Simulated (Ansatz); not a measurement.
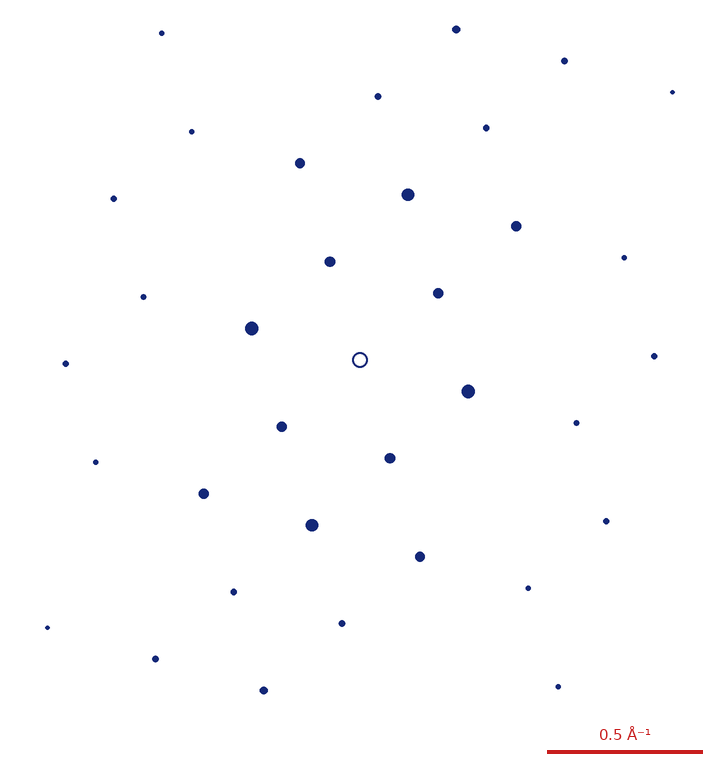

The pattern is a kinematic simulation for 300 kV electrons (no multiple scattering; isotropic B = 0.8 Å²).

What net do the spots form, and what spacings does it show?

The spots form a centred rectangular net with both shortest vectors at d = 3.01 Å, 66.4° apart.

What is the point symmetry of the pattern, intensities included?

2mm.

What was simulated?

This cannot be fixed from one zone alone; the pattern is [211] of Gd, space group P6_3/mmc (No. 194), a = 3.60 Å, c = 11.68 Å (hexagonal axes). The net vectors are 0 1 -1 and -1 1 1. Structure: coordinates from a relaxation at fixed volume with Ansatz 0.2.0, DFT r2SCAN, scalar-relativistic, plane waves, PAW; the starting structure was generated, so it need not be a known form of this composition.
